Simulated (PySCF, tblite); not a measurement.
# C₆H₆BCl₂ radical: geometry, infrared bands and EPR parameters

Wanted: the infrared bands and EPR parameters of C₆H₆BCl₂ radical (`[H]/[C]=C1/C[C@H](BCl)C=C1Cl`), by calculation.

Programs: tblite 0.8.0 and PySCF 2.14.0, with density-fitted response routines of our own. Each step states its level of theory. These are calculated values for one molecule in the gas phase, unless marked as measured. Atoms are numbered from 0 throughout.

### 1 The starting structure

15 atoms, charge 0, multiplicity 2; geometry from: force field or distance geometry start.

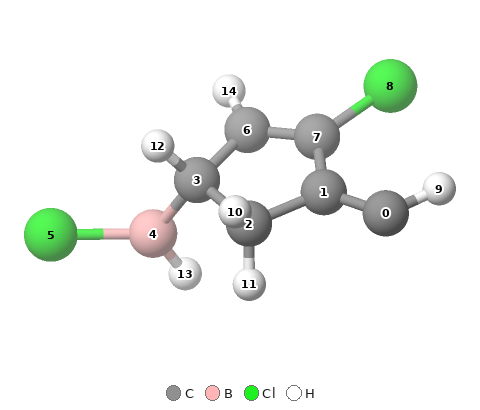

The starting geometry (carbon grey, boron pink, chlorine green, hydrogen white), atoms numbered; sticks join atoms by distance.

### 2 Geometry optimisation with GFN2-xTB

Job settings and geometry (Å):

```
{"job": {"kind": "relax", "xc": "GFN2-xTB", "basis": "xTB"}, "charge": 0, "multiplicity": 2}
C     -2.371000    -1.035300    -0.863500
C     -1.308900    -0.390700    -0.420100
C      0.022800    -0.382700    -1.099000
C      0.887300     0.508000    -0.188000
B      2.172100    -0.274400     0.380700
Cl     3.861800     0.359600     0.009300
C     -0.015600     0.881400     0.950800
C     -1.223200     0.385700     0.816200
Cl    -2.533700     0.640500     1.953100
H     -3.321200    -1.015200    -0.318000
H     -0.091800     0.087800    -2.107000
H      0.392900    -1.421500    -1.211500
H      1.202200     1.421700    -0.705400
H      2.047000    -1.270600     0.991500
H      0.275000     1.513800     1.789100
```

Run with:

```console
OMP_NUM_THREADS=1 python probes_run.py task.json out
```

One launch serves the whole session: the jobs run in the order shown.

The log of the run:

```text
step      E/eV     max force
  0    -710.71826    2.127
  1    -710.90544    1.647
  2    -711.02016    1.417
  3    -711.06671    0.693
  4    -711.09152    0.540
  5    -711.10662    0.395
  6    -711.12345    0.286
  7    -711.13183    0.228
  8    -711.13696    0.223
  9    -711.14078    0.153
 10    -711.14347    0.117
 11    -711.14597    0.118
 12    -711.14847    0.151
 13    -711.15108    0.168
 14    -711.15377    0.153
 15    -711.15635    0.131
 16    -711.15839    0.102
 17    -711.15976    0.088
 18    -711.16074    0.074
 19    -711.16158    0.076
 20    -711.16219    0.053
 21    -711.16254    0.045
 22    -711.16278    0.041
 23    -711.16298    0.033
 24    -711.16315    0.028
 25    -711.16325    0.023
 26    -711.16330    0.019
 27    -711.16334    0.015
 28    -711.16338    0.014
 29    -711.16340    0.013
 30    -711.16341    0.011
 31    -711.16343    0.011
 32    -711.16345    0.015
 33    -711.16349    0.023
 34    -711.16353    0.023
 35    -711.16357    0.016
 36    -711.16361    0.019
 37    -711.16366    0.018
 38    -711.16371    0.023
 39    -711.16376    0.020
 40    -711.16380    0.014
 41    -711.16383    0.011
 42    -711.16386    0.011
 43    -711.16388    0.012
 44    -711.16390    0.015
 45    -711.16393    0.019
 46    -711.16399    0.024
 47    -711.16407    0.025
 48    -711.16416    0.028
 49    -711.16426    0.034
 50    -711.16438    0.043
 51    -711.16456    0.054
 52    -711.16480    0.059
 53    -711.16509    0.051
 54    -711.16545    0.049
 55    -711.16598    0.059
 56    -711.16669    0.090
 57    -711.16627    0.202
 58    -711.16813    0.161
 59    -711.16811    0.104
 60    -711.16999    0.061
 61    -711.17088    0.154
 62    -711.17194    0.094
 63    -711.17437    0.114
 64    -711.17553    0.073
 65    -711.17639    0.108
 66    -711.17722    0.064
 67    -711.17784    0.061
 68    -711.17846    0.065
 69    -711.17931    0.057
 70    -711.17969    0.047
 71    -711.17993    0.050
 72    -711.18018    0.041
 73    -711.18056    0.051
 74    -711.18123    0.045
 75    -711.18176    0.032
 76    -711.18203    0.038
 77    -711.18219    0.034
 78    -711.18234    0.039
 79    -711.18248    0.028
 80    -711.18258    0.034
 81    -711.18262    0.016
 82    -711.18264    0.011
 83    -711.18267    0.011
 84    -711.18268    0.007
```

It took 0.71 s on 1 thread of Arm Neoverse V1, shared host.

Step by step: (not every step is listed)

```csv
step,energy from step 0 (eV),largest force (eV/Å)
0,0.0000,2.1271
1,-0.1872,1.6470
2,-0.3019,1.4170
3,-0.3484,0.6931
4,-0.3733,0.5405
5,-0.3884,0.3946
6,-0.4052,0.2859
7,-0.4136,0.2284
8,-0.4187,0.2228
15,-0.4381,0.1314
22,-0.4445,0.0414
29,-0.4451,0.0127
36,-0.4453,0.0188
43,-0.4456,0.0117
50,-0.4461,0.0431
57,-0.4480,0.2024
64,-0.4573,0.0732
71,-0.4617,0.0501
78,-0.4641,0.0394
79,-0.4642,0.0275
80,-0.4643,0.0336
81,-0.4644,0.0163
82,-0.4644,0.0114
83,-0.4644,0.0109
84,-0.4644,0.0075
```

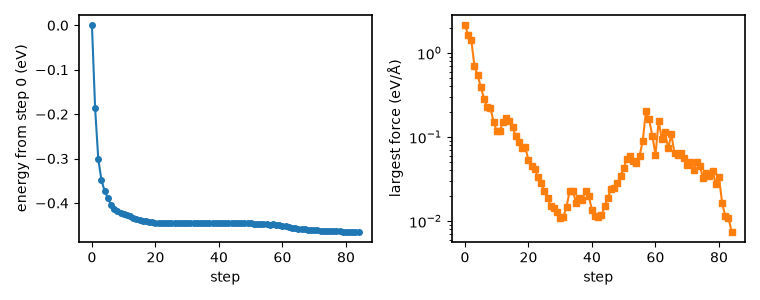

Energy and force, step by step.

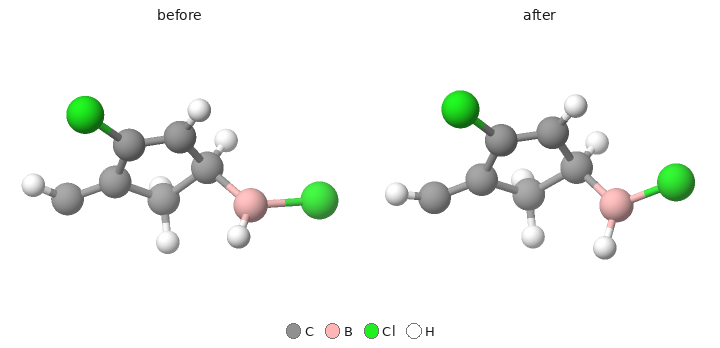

Before and after, at one scale.

Distances of close pairs at the start and the end, largest changes first:

```csv
bond,before (Å),after (Å),change (Å)
B4–Cl5,1.843,1.687,-0.156
C7–Cl8,1.754,1.710,-0.043
C0–H9,1.096,1.062,-0.034
C2–H10,1.118,1.091,-0.028
C1–C2,1.495,1.520,+0.026
C0–C1,1.319,1.295,-0.024
C2–H11,1.108,1.089,-0.020
C6–C7,1.312,1.331,+0.019
```

The next job starts from the end point, and lists it.

### 3 Infrared spectrum with GFN2-xTB

Job settings and geometry (Å):

```
{"job": {"kind": "ir", "xc": "GFN2-xTB", "basis": "xTB"}, "charge": 0, "multiplicity": 2}
C     -2.387354    -1.114711    -0.640903
C     -1.338395    -0.414282    -0.345772
C     -0.052848    -0.326106    -1.152552
C      0.944290     0.485040    -0.296966
B      2.142685    -0.341880     0.354427
Cl     3.462933     0.487409     0.998209
C      0.100417     0.983328     0.848450
C     -1.127264     0.469558     0.822030
Cl    -2.365526     0.764334     1.964361
H     -3.360930    -1.336411    -0.279407
H     -0.257645     0.180246    -2.096594
H      0.318305    -1.323241    -1.383515
H      1.319917     1.349870    -0.853835
H      2.110884    -1.510753     0.445801
H      0.486117     1.655592     1.594354
```

The log of the run:

```text
mode    cm-1     km/mol
  1      30.8      0.57
  2      35.1      1.58
  3      95.6      2.06
  4     175.7      2.55
  5     209.5      0.07
  6     275.1      5.05
  7     282.6      1.37
  8     321.4      3.23
  9     387.9      7.40
 10     429.8      5.17
 11     535.0      2.16
 12     629.3     22.42
 13     637.4     20.78
 14     672.4     33.91
 15     706.4     36.73
 16     755.0     11.84
 17     778.7     17.04
 18     797.1     12.73
 19     866.1     22.44
 20     948.9      9.37
 21     972.6     23.15
 22    1006.6     11.03
 23    1044.9    231.19
 24    1078.8     12.91
 25    1115.3     43.14
 26    1130.1     46.63
 27    1165.0     22.36
 28    1193.8      7.24
 29    1259.2     46.37
 30    1277.4      0.77
 31    1458.9      5.93
 32    1617.8     12.62
 33    1710.2      1.48
 34    2611.9     62.07
 35    2920.3     34.95
 36    2980.4     16.97
 37    3010.3     16.03
 38    3123.0      9.42
 39    3227.8      2.66
```

Wall time 0.64 s (1 thread of Arm Neoverse V1, shared host).

The strongest bands and the atoms that carry them (share of the mass-weighted mode):

```csv
cm⁻¹,km/mol,atoms
672,33.9,"H9 41 %, C0 20 %, C2 13 %, H13 12 %"
706,36.7,"H13 31 %, B4 23 %"
1045,231.2,"H13 36 %, B4 18 %, H12 12 %, C3 12 %"
1115,43.1,"C1 20 %, C3 19 %, C2 18 %, H12 12 %"
1130,46.6,"H12 45 %, H11 21 %, H10 17 %"
1259,46.4,"H12 51 %, C3 30 %"
2612,62.1,H13 92 %
2920,35.0,H12 92 %
```

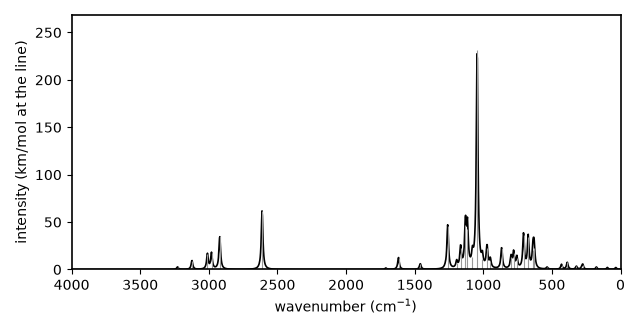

The infrared spectrum from these modes, unscaled. Lines are broadened to a width of 14 cm⁻¹ (Lorentzian).

### 4 g tensor and hyperfine couplings: B3LYP/pcH-1

Settings changed since step 3:

```diff
@@ -1,2 +1,2 @@
-{"job": {"kind": "ir", "xc": "GFN2-xTB", "basis": "xTB"}, "charge": 0, "multiplicity": 2}
+{"job": {"kind": "epr", "basis": "pcH-1"}, "charge": 0, "multiplicity": 2}
 C     -2.387354    -1.114711    -0.640903
```

With the program's defaults for keys left out, this is: UKS B3LYP, pcH-1 on B C Cl H, non-relativistic, mean-field spin-orbit, GIAO.

The log of the run:

```text
UKS, coarse grid
  cycle   1  E = -1177.39092213  |g| = 3.16e-01
  cycle   2  E = -1177.38867409  |g| = 3.08e-01
  cycle   3  E = -1177.42978117  |g| = 1.01e-01
  cycle   4  E = -1177.43354392  |g| = 5.23e-02
  cycle   5  E = -1177.43501504  |g| = 9.18e-03
  cycle   6  E = -1177.43508173  |g| = 5.11e-03
  cycle   7  E = -1177.43511125  |g| = 2.90e-03
  cycle   8  E = -1177.43512221  |g| = 1.89e-03
  cycle   9  E = -1177.43513230  |g| = 9.25e-04
  cycle  10  E = -1177.43513486  |g| = 5.60e-04
UKS, final grid
  cycle   1  E = -1177.43506615  |g| = 7.39e-04
  cycle   2  E = -1177.43506585  |g| = 1.21e-03
  cycle   3  E = -1177.43506660  |g| = 2.00e-04
  cycle   4  E = -1177.43506665  |g| = 1.25e-04
  cycle   5  E = -1177.43506673  |g| = 5.74e-05
  cycle   6  E = -1177.43506673  |g| = 1.78e-05
E = -1177.43506673 Eh   <S^2> = 0.7634 (exact 0.7500)
g shifts (ppm)      1          2          3
  rmc          -152       -152       -152
  gc             33          8        -14
  oz_so        -136        -36       1231
  total        -254       -179       1066
hyperfine (MHz)  atom isotope    a_iso     a_fc   dipolar eigenvalues
    0   13C     300.94     301.05    -84.03    -57.51    141.54
    1   13C      -7.11      -7.12    -19.14      2.52     16.62
    2   13C      46.41      46.41     -5.34     -4.93     10.28
    3   13C      -0.28      -0.28     -1.30     -0.34      1.65
    4   11B      -3.05      -3.06     -0.67      0.04      0.63
    5  35Cl       0.02       0.02     -0.31      0.05      0.27
    6   13C      -4.70      -4.71     -9.63      3.11      6.52
    7   13C      91.22      91.24     -9.75     -2.25     12.00
    8  35Cl       0.17       0.18     -0.94     -0.10      1.04
    9    1H      24.72      24.71    -33.19     -7.59     40.78
   10    1H     -13.66     -13.66     -4.40     -2.23      6.63
   11    1H     -10.56     -10.56     -4.95     -2.35      7.29
   12    1H      -4.20      -4.20     -1.05     -0.66      1.72
   13    1H       0.13       0.13     -0.85     -0.70      1.55
   14    1H      12.51      12.51     -1.39     -0.36      1.75
```

Run time: 2.5 min. Hardware: 1 thread of Arm Neoverse V1, shared host; peak memory 1.2 GiB.

Principal g values 2.00207, 2.00214, 2.00338; g(iso) = 2.00253, against 2.00232 for a free electron.

Hyperfine couplings, nucleus by nucleus at this fixed geometry (no averaging over rotations):

```csv
nuclei,isotope,a(iso) (MHz),"a(iso) (G, at g = 2.0023)",largest dipolar term (MHz)
C0,13C,300.9,107.4,141.5
C7,13C,91.2,32.6,12.0
C2,13C,46.4,16.6,10.3
H9,1H,24.7,8.8,40.8
H10,1H,-13.7,-4.9,6.6
H14,1H,12.5,4.5,1.8
H11,1H,-10.6,-3.8,7.3
C1,13C,-7.1,-2.5,-19.1
C6,13C,-4.7,-1.7,-9.6
H12,1H,-4.2,-1.5,1.7
B4,11B,-3.1,-1.1,-0.7
C3,13C,-0.3,-0.1,1.6
Cl8,35Cl,0.2,0.1,1.0
H13,1H,0.1,0.0,1.5
```

Mulliken spin populations:

C0 1.08; C1 -0.17; C2 0.05; C3 0.01; B4 0.00; Cl5 0.00; C6 -0.05; C7 0.10; Cl8 0.00; H9 0.00; H10 0.00; H11 0.00; H12 0.00; H13 0.00; H14 0.01

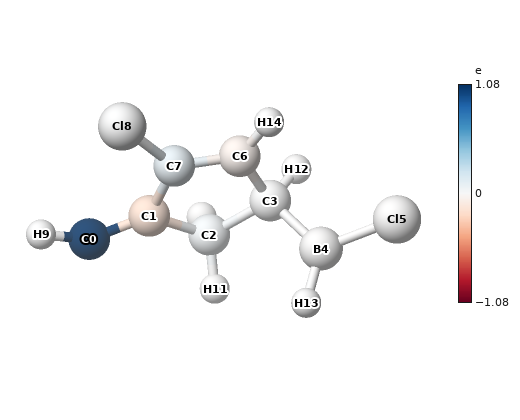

Mulliken spin populations, as colours on the atoms.

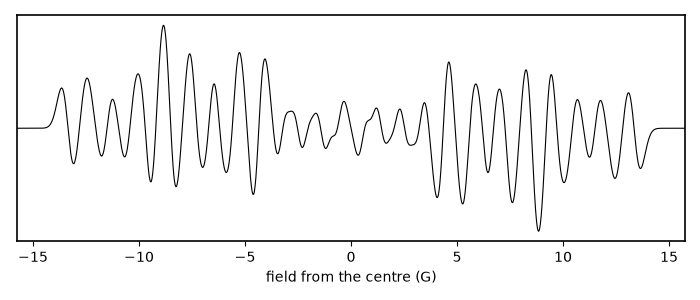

First-order isotropic spectrum (first derivative, main isotopes with spin only, couplings over 0.8 MHz, Gaussian width 0.3 G; couplings of the frozen geometry, rotation of groups not averaged beyond the rows shown).

The fields below are evaluated on a grid from the run's orbitals.

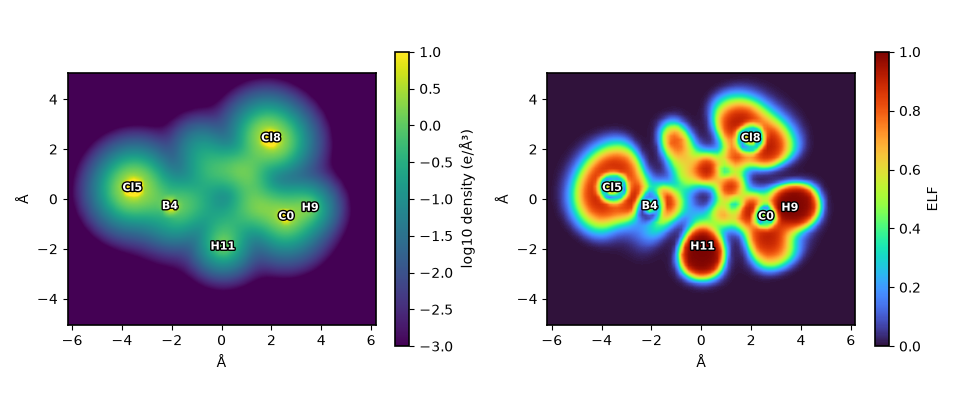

Density (left) and ELF (right) in a plane through or near 6 of the atoms.

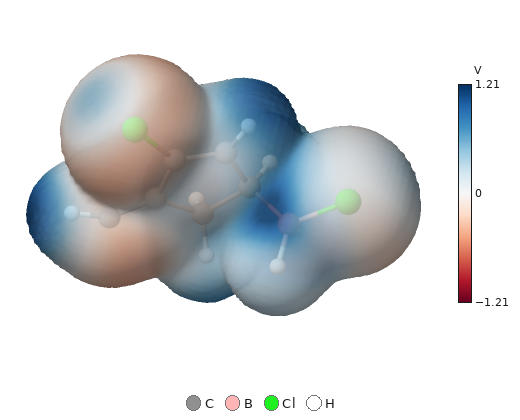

The potential that a unit positive charge feels on the 0.002 e/bohr³ surface, from -0.47 V near C0 to 1.21 V near B4.

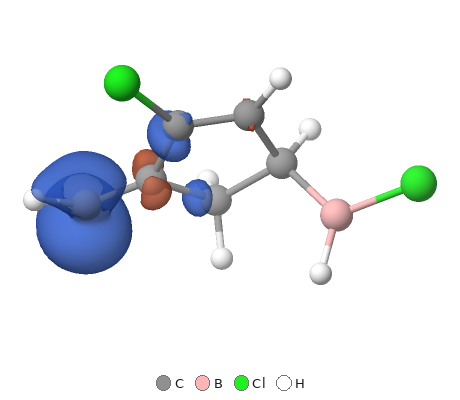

Spin density at ±0.05 e/Å³ (alpha excess blue, beta excess red).

### 5 Results

```
                                 quantity                  value
strongest single infrared mode (GFN2-xTB)  1045 cm⁻¹, 231 km/mol
             zero-point energy (GFN2-xTB)          62.1 kcal/mol
                           g(iso) (B3LYP)                2.00253
                                     ⟨S²⟩     0.763 (exact 0.75)
                           largest a(iso)   13C on C0, 300.9 MHz
    surface potential, least and greatest     -0.47 V and 1.21 V
```

**Reading.** Relaxing lowered the energy by 0.464 eV in 84 steps; the close pair that moved most is B4–Cl5, from 1.843 to 1.687 Å. No mode is imaginary among the 39: a minimum at this level. The strongest single mode, at 1045 cm⁻¹, is carried by H13, B4, H12, C3. Unscaled tight-binding wavenumbers are off by several per cent, some by more. Its intensities can rank the bands wrongly. Most of the unpaired spin sits on C0 (1.08 e). The isotropic g lies 0.2 ppt above the free-electron value.
